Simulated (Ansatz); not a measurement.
H4OSSn

```tsv
atom	x (Å)	y (Å)	z (Å)
S	-2.1680	-0.2347	0.4698
O	-0.5747	-0.7224	0.3882
Sn	-0.1980	-2.5884	1.0597
H	-2.5777	-0.6137	-0.7710
H	-0.7282	-2.6547	2.6836
H	-1.0688	-3.6521	0.0389
H	1.4970	-2.7250	0.8900
```

Core potentials replace the inner electrons of Sn.

Level of theory: RKS PBE0/def2-SVP (Ansatz 0.2.0).

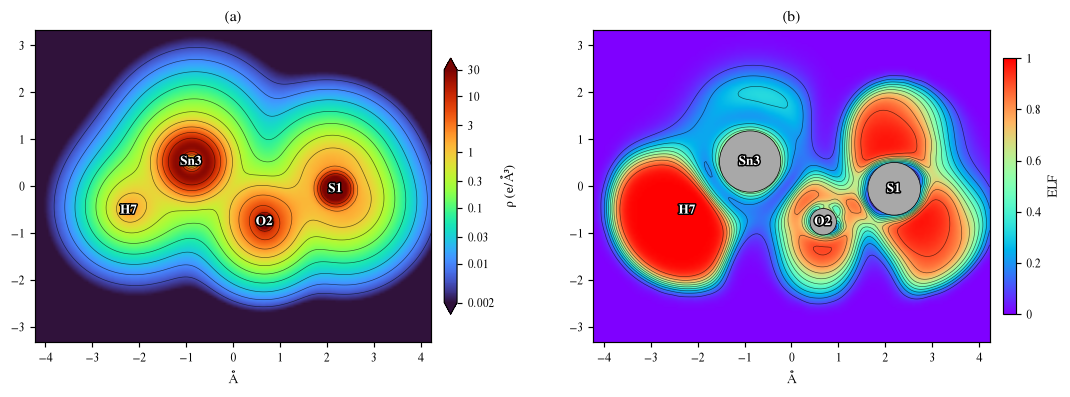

Figure 1. (a) electron density; (b) ELF on the plane of atoms S1, O2 and Sn3. Grey discs cover the atomic cores in the ELF map.

**What does the map show?**

- Atoms in the plane: S, O, Sn and H.
- S–O (1.67 Å): the density is about 1.4 e/Å³ at the midpoint; the ELF peaks at about 0.85 between the atoms, as expected for a polar covalent bond.
- Sn–O (2.02 Å): the density is about 0.67 e/Å³ at the midpoint; the ELF peaks at about 0.85 in the valence shell of O, 0.6 Å from its nucleus, and drops to about 0.10 between the two atoms.
- Sn–H (1.71 Å): ρ at the midpoint is about 1.1 e/Å³; the ELF climbs to about 1 towards the hydrogen.
- The ELF also peaks beside O2 and S1, away from the bonds: lone-pair regions.

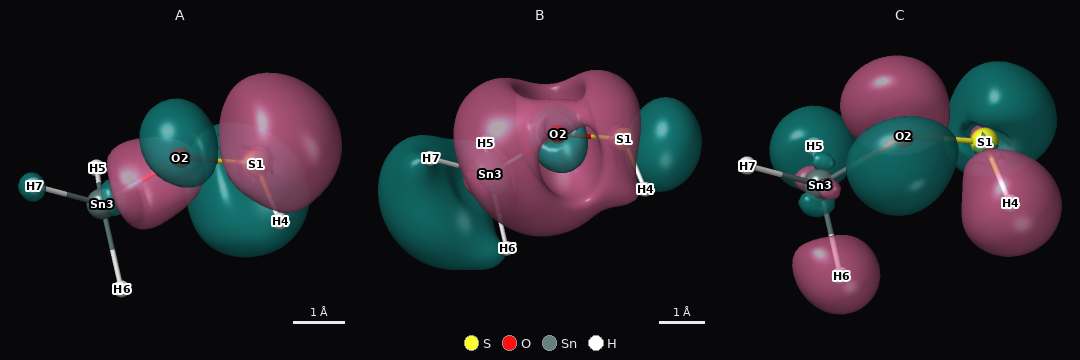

Figure 2. Three frontier orbitals at ±0.08 Å⁻³ᐟ² (teal and pink are the two phases), in no order.

**Order the three orbitals by energy and name them.**

C is the HOMO−1 (−7.97 eV). It lies mainly on O2 (about 55 %), S1 (about 25 %), H4 (about 10 %) and Sn3 (about 5 %). A is the HOMO (−6.24 eV). It lies mainly on S1 (about 70 %) and O2 (about 20 %). B is the LUMO (−0.92 eV). Its weight (Hirshfeld) is mainly on Sn3 (about 45 %), S1 (about 25 %) and O2 (about 15 %).

**What is the HOMO–LUMO gap?**

5.32 eV between the orbital energies.
